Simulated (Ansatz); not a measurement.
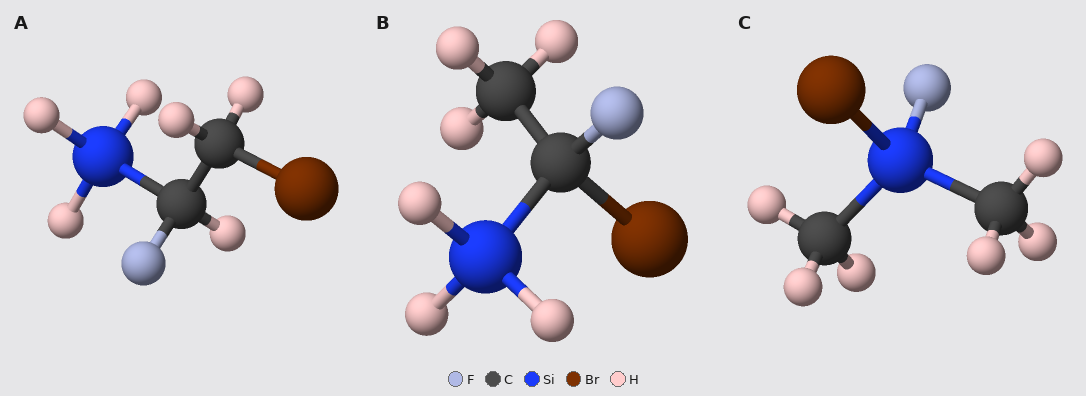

The picture comes from a calculation with Ansatz.

```xyz
11
charge 0, multiplicity 1
F    -1.7146   -0.3564    0.5413
C    -0.4406    0.1927    0.4356
Si    0.8221   -1.2411    0.5066
C    -0.3266    0.9843   -0.8317
Br   -1.4855    2.5514   -0.8474
H    -0.2959    0.8493    1.3013
H     2.1924   -0.6644    0.5048
H     0.6426   -2.1119   -0.6821
H     0.5962   -2.0122    1.7523
H     0.6880    1.3594   -0.9610
H    -0.6128    0.3921   -1.6993
```

> Which picture belongs to the input above?

A. The file holds C2H6BrFSi, `F[C@@H]([SiH3])CBr`.
